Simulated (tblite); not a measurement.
**Run report: C8H10O2, geometry relaxation**

- system: C8H10O2, SMILES COc1ccccc1OC
- method: GFN2-xTB geometry optimisation, gas phase (tblite 0.8.0)

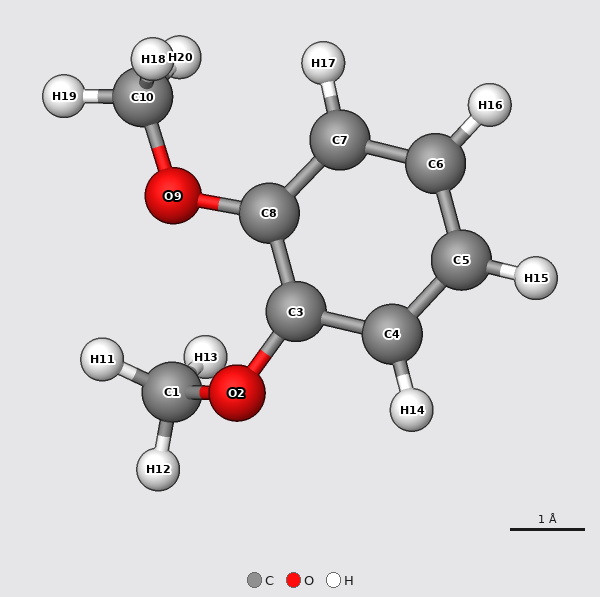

Fig. 1: The starting structure (ball-and-stick view, seen at a tilt; atoms are numbered from 1 in the order of the input). Bond lengths as drawn: C–C 1.38 to 1.42 Å, C–H 1.08 to 1.11 Å and C–O 1.38 to 1.44 Å.

Key numbers:

- outcome: converged
- total energy: −825.5681 eV
- hardware: 1 CPU thread, shared host
- wall time: 1 s
- peak memory: 0.18 GiB

Input file:
```
{"job": {"xc": "GFN2-xTB", "basis": "xTB", "kind": "relax"}, "charge": 0, "multiplicity": 1}
C     -1.106800    -2.458000    -0.211800
O     -1.422000    -1.318300    -1.029500
C     -0.924300    -0.129100    -0.550600
C     -1.819300     0.953500    -0.736000
C     -1.470800     2.227700    -0.306700
C     -0.229900     2.449200     0.262100
C      0.677200     1.394500     0.413300
C      0.347500     0.100800     0.002100
O      1.197900    -0.977100     0.077600
C      2.527600    -0.728100     0.488400
H     -0.183300    -2.920500    -0.539700
H     -1.916700    -3.192800    -0.359600
H     -1.092600    -2.213900     0.868100
H     -2.786400     0.769800    -1.184200
H     -2.171000     3.060500    -0.442600
H      0.049500     3.450300     0.603600
H      1.640400     1.619000     0.867000
H      3.024300    -0.017700    -0.182700
H      3.078700    -1.669200     0.426500
H      2.574900    -0.390000     1.531600
```

The first line tells a small driver script what to run in tblite; the rest is the geometry in Å.

Command:
```bash
OMP_NUM_THREADS=1 python <driver script> task.json out
```

Log:
```
step      E/eV     max force
  0    -825.42687    1.642
  1    -825.48894    0.532
  2    -825.51067    0.296
  3    -825.52261    0.205
  4    -825.52776    0.189
  5    -825.53247    0.162
  6    -825.53501    0.120
  7    -825.53675    0.085
  8    -825.53769    0.063
  9    -825.53831    0.061
 10    -825.53883    0.057
 11    -825.53937    0.064
 12    -825.53989    0.062
 13    -825.54038    0.048
 14    -825.54092    0.060
 15    -825.54161    0.071
 16    -825.54248    0.071
 17    -825.54350    0.095
 18    -825.54458    0.083
 19    -825.54559    0.077
 20    -825.54641    0.078
 21    -825.54706    0.058
 22    -825.54767    0.066
 23    -825.54843    0.084
 24    -825.54947    0.096
 25    -825.55076    0.107
 26    -825.55203    0.078
 27    -825.55290    0.051
 28    -825.55331    0.048
 29    -825.55354    0.038
 30    -825.55354    0.038
 31    -825.55363    0.027
 32    -825.55385    0.038
 33    -825.55397    0.044
 34    -825.55427    0.053
 35    -825.55451    0.044
 36    -825.55475    0.041
 37    -825.55501    0.048
 38    -825.55538    0.054
 39    -825.55577    0.051
 40    -825.55610    0.058
 41    -825.55635    0.049
 42    -825.55657    0.050
 43    -825.55679    0.041
 44    -825.55698    0.036
 45    -825.55715    0.027
 46    -825.55731    0.034
 47    -825.55747    0.034
 48    -825.55761    0.029
 49    -825.55772    0.027
 50    -825.55782    0.030
 51    -825.55793    0.033
 52    -825.55807    0.031
 53    -825.55823    0.030
 54    -825.55842    0.036
 55    -825.55865    0.048
 56    -825.55892    0.055
 57    -825.55929    0.052
 58    -825.55978    0.060
 59    -825.56040    0.086
 60    -825.56108    0.084
 61    -825.56172    0.073
 62    -825.56224    0.050
 63    -825.56274    0.046
 64    -825.56319    0.038
 65    -825.56350    0.043
 66    -825.56373    0.034
 67    -825.56392    0.052
 68    -825.56422    0.041
 69    -825.56455    0.049
 70    -825.56494    0.045
 71    -825.56517    0.034
 72    -825.56550    0.033
 73    -825.56572    0.034
 74    -825.56591    0.031
 75    -825.56609    0.037
 76    -825.56627    0.034
 77    -825.56640    0.026
 78    -825.56648    0.022
 79    -825.56653    0.047
 80    -825.56662    0.021
 81    -825.56671    0.014
 82    -825.56676    0.015
 83    -825.56680    0.013
 84    -825.56683    0.014
 85    -825.56689    0.014
 86    -825.56692    0.012
 87    -825.56696    0.013
 88    -825.56699    0.012
 89    -825.56704    0.017
 90    -825.56708    0.018
 91    -825.56713    0.018
 92    -825.56718    0.020
 93    -825.56725    0.019
 94    -825.56733    0.018
 95    -825.56740    0.017
 96    -825.56746    0.019
 97    -825.56751    0.019
 98    -825.56755    0.016
 99    -825.56759    0.014
100    -825.56762    0.011
101    -825.56764    0.013
102    -825.56766    0.008
103    -825.56767    0.007
104    -825.56768    0.008
105    -825.56769    0.007
106    -825.56770    0.007
107    -825.56771    0.007
108    -825.56771    0.006
109    -825.56773    0.007
110    -825.56774    0.007
111    -825.56776    0.007
112    -825.56777    0.007
113    -825.56779    0.007
114    -825.56780    0.008
115    -825.56781    0.007
116    -825.56782    0.005
117    -825.56783    0.005
118    -825.56783    0.007
119    -825.56784    0.006
120    -825.56785    0.005
121    -825.56785    0.007
122    -825.56786    0.009
123    -825.56788    0.010
124    -825.56789    0.009
125    -825.56791    0.009
126    -825.56792    0.010
127    -825.56794    0.009
128    -825.56796    0.010
129    -825.56797    0.010
130    -825.56798    0.010
131    -825.56799    0.009
132    -825.56801    0.010
133    -825.56802    0.009
134    -825.56803    0.008
135    -825.56804    0.007
136    -825.56805    0.006
137    -825.56806    0.006
138    -825.56807    0.005
139    -825.56807    0.006
140    -825.56808    0.004
141    -825.56808    0.005
142    -825.56808    0.004
```

Trajectory as extended XYZ (Å, eV, eV/Å), 5 of the 12 frames kept, from step=0 to step=142:
```
20
Properties=species:S:1:pos:R:3:forces:R:3 step=0 energy=-825.42687
C    -1.1068   -2.4580   -0.2118   -0.7820  -0.0580  -0.1620
O    -1.4220   -1.3183   -1.0295    0.6250  -0.5190   1.0900
C    -0.9243   -0.1291   -0.5506   -1.1970   0.9060  -0.6660
C    -1.8193    0.9535   -0.7360    0.8150  -0.1350   0.5280
C    -1.4708    2.2277   -0.3067   -0.2430   0.1440  -0.2800
C    -0.2299    2.4492    0.2621    0.3370  -0.1610   0.1880
C     0.6772    1.3945    0.4133   -0.3050   0.3350   0.0070
C     0.3475    0.1008    0.0021   -0.0120   0.0650  -0.0440
O     1.1979   -0.9771    0.0776    0.3250   0.1760   0.1400
C     2.5276   -0.7281    0.4884    0.0190  -0.1380  -0.0030
H    -0.1833   -2.9205   -0.5397    0.2910   0.0460   0.1370
H    -1.9167   -3.1928   -0.3596    0.1450   0.3210  -0.0970
H    -1.0926   -2.2139    0.8681    0.1850   0.0390  -0.5630
H    -2.7864    0.7698   -1.1842    0.2060  -0.1110   0.0530
H    -2.1710    3.0605   -0.4426    0.3290  -0.4140   0.0790
H     0.0495    3.4503    0.6036   -0.0870  -0.4500  -0.1460
H     1.6404    1.6190    0.8670   -0.2590  -0.1840  -0.1910
H     3.0243   -0.0177   -0.1827   -0.0950   0.1020   0.1490
H     3.0787   -1.6692    0.4265   -0.2630  -0.0780  -0.0670
H     2.5749   -0.3900    1.5316   -0.0340   0.1170  -0.1530
20
Properties=species:S:1:pos:R:3:forces:R:3 step=38 energy=-825.55538
C    -1.0617   -2.4895   -0.2288   -0.0050   0.0080  -0.0040
O    -1.4968   -1.3155   -0.8781   -0.0280   0.0370  -0.0100
C    -0.9834   -0.1059   -0.5012   -0.0140   0.0350   0.0130
C    -1.8330    0.9810   -0.6763   -0.0040  -0.0040   0.0060
C    -1.4497    2.2643   -0.3336   -0.0120  -0.0030   0.0060
C    -0.2010    2.4742    0.2174    0.0070  -0.0180  -0.0010
C     0.6702    1.4088    0.3768   -0.0030   0.0100  -0.0040
C     0.3116    0.1201    0.0019    0.0090  -0.0090   0.0290
O     1.1608   -0.9555    0.0871    0.0080  -0.0050  -0.0010
C     2.4817   -0.7431    0.5149    0.0030   0.0000   0.0040
H    -0.0737   -2.8007   -0.5685    0.0340  -0.0330  -0.0260
H    -1.7960   -3.2524   -0.4843   -0.0170  -0.0190  -0.0340
H    -1.0431   -2.3608    0.8555    0.0110   0.0170   0.0440
H    -2.8098    0.7817   -1.0877   -0.0110   0.0090  -0.0050
H    -2.1301    3.0900   -0.4803    0.0100  -0.0330   0.0020
H     0.1043    3.4640    0.5227    0.0180  -0.0260  -0.0210
H     1.6476    1.5908    0.7947   -0.0040   0.0230  -0.0090
H     2.9985   -0.0162   -0.1199    0.0060   0.0000   0.0060
H     2.9750   -1.7105    0.4263   -0.0040  -0.0010   0.0050
H     2.5236   -0.4141    1.5585   -0.0040   0.0140   0.0000
20
Properties=species:S:1:pos:R:3:forces:R:3 step=77 energy=-825.56640
C    -1.0100   -2.5182   -0.3416    0.0070  -0.0020   0.0030
O    -1.6162   -1.2972   -0.6988    0.0130  -0.0080   0.0150
C    -1.0349   -0.1013   -0.3922    0.0000   0.0060  -0.0070
C    -1.8792    0.9932   -0.5567    0.0040   0.0180  -0.0060
C    -1.4543    2.2837   -0.3099    0.0060   0.0120   0.0020
C    -0.1588    2.5009    0.1155   -0.0030  -0.0110   0.0140
C     0.6993    1.4270    0.2786    0.0060  -0.0120  -0.0010
C     0.2896    0.1225    0.0299   -0.0040   0.0020  -0.0140
O     1.1247   -0.9621    0.1692   -0.0120   0.0020  -0.0020
C     2.4342   -0.7509    0.6307   -0.0050   0.0010   0.0050
H    -0.0905   -2.6973   -0.9028   -0.0100   0.0000   0.0060
H    -1.7443   -3.2838   -0.5939    0.0010   0.0040   0.0060
H    -0.7940   -2.5606    0.7291    0.0030  -0.0090  -0.0170
H    -2.8859    0.7920   -0.8885    0.0120   0.0010   0.0040
H    -2.1322    3.1112   -0.4473   -0.0180   0.0050   0.0010
H     0.1945    3.4990    0.3259   -0.0040  -0.0090  -0.0240
H     1.7116    1.6180    0.5967   -0.0040   0.0030   0.0100
H     3.0210   -0.1532   -0.0748    0.0000   0.0010   0.0000
H     2.8758   -1.7432    0.7145    0.0020  -0.0020  -0.0120
H     2.4445   -0.2691    1.6134    0.0060  -0.0020   0.0150
20
Properties=species:S:1:pos:R:3:forces:R:3 step=103 energy=-825.56767
C    -0.9958   -2.5206   -0.3658   -0.0010  -0.0010   0.0000
O    -1.6431   -1.2971   -0.6284   -0.0010   0.0030   0.0040
C    -1.0470   -0.0996   -0.3599   -0.0010   0.0000   0.0040
C    -1.8877    0.9968   -0.5331    0.0010   0.0010  -0.0010
C    -1.4529    2.2896   -0.3183    0.0000  -0.0010   0.0000
C    -0.1501    2.5067    0.0840    0.0010  -0.0030  -0.0030
C     0.7025    1.4309    0.2629    0.0000   0.0000   0.0040
C     0.2822    0.1243    0.0457    0.0000   0.0010  -0.0020
O     1.1101   -0.9635    0.2037    0.0010   0.0030   0.0030
C     2.4221   -0.7564    0.6593    0.0030   0.0010   0.0010
H    -0.1129   -2.6573   -0.9933    0.0000  -0.0010  -0.0020
H    -1.7333   -3.2872   -0.6052    0.0000   0.0020   0.0010
H    -0.7089   -2.6088    0.6844   -0.0010  -0.0040   0.0000
H    -2.9003    0.7936   -0.8442    0.0030   0.0030  -0.0040
H    -2.1296    3.1176   -0.4619   -0.0020  -0.0030  -0.0020
H     0.2137    3.5075    0.2590    0.0000  -0.0030   0.0040
H     1.7168    1.6224    0.5743    0.0020  -0.0040   0.0010
H     3.0063   -0.1519   -0.0424   -0.0030   0.0010  -0.0050
H     2.8634   -1.7501    0.7280    0.0030  -0.0020  -0.0010
H     2.4394   -0.2862    1.6481   -0.0040   0.0060  -0.0010
20
Properties=species:S:1:pos:R:3:forces:R:3 step=142 energy=-825.56808
C    -0.9896   -2.5228   -0.3937    0.0010   0.0000   0.0000
O    -1.6708   -1.2994   -0.5477   -0.0030   0.0000   0.0000
C    -1.0595   -0.1017   -0.3186    0.0010   0.0010  -0.0010
C    -1.8920    0.9970   -0.5162    0.0000   0.0010   0.0010
C    -1.4477    2.2911   -0.3310    0.0010   0.0010   0.0000
C    -0.1421    2.5076    0.0621    0.0000   0.0000   0.0020
C     0.7028    1.4298    0.2639    0.0000   0.0010  -0.0030
C     0.2717    0.1216    0.0803    0.0010   0.0000   0.0020
O     1.0902   -0.9682    0.2716    0.0020   0.0010   0.0020
C     2.4167   -0.7541    0.6798    0.0010   0.0000   0.0010
H    -0.1451   -2.6064   -1.0810    0.0020   0.0000  -0.0010
H    -1.7284   -3.2882   -0.6325    0.0010  -0.0010  -0.0010
H    -0.6368   -2.6657    0.6297   -0.0020  -0.0010   0.0020
H    -2.9063    0.7944   -0.8216    0.0000   0.0010  -0.0010
H    -2.1188    3.1201   -0.4933    0.0000  -0.0010   0.0010
H     0.2295    3.5092    0.2151    0.0000  -0.0010  -0.0020
H     1.7188    1.6210    0.5703   -0.0020  -0.0030  -0.0010
H     2.9815   -0.1777   -0.0606   -0.0020   0.0000   0.0020
H     2.8548   -1.7475    0.7699    0.0000   0.0010   0.0000
H     2.4659   -0.2496    1.6505    0.0020  -0.0010  -0.0020
```
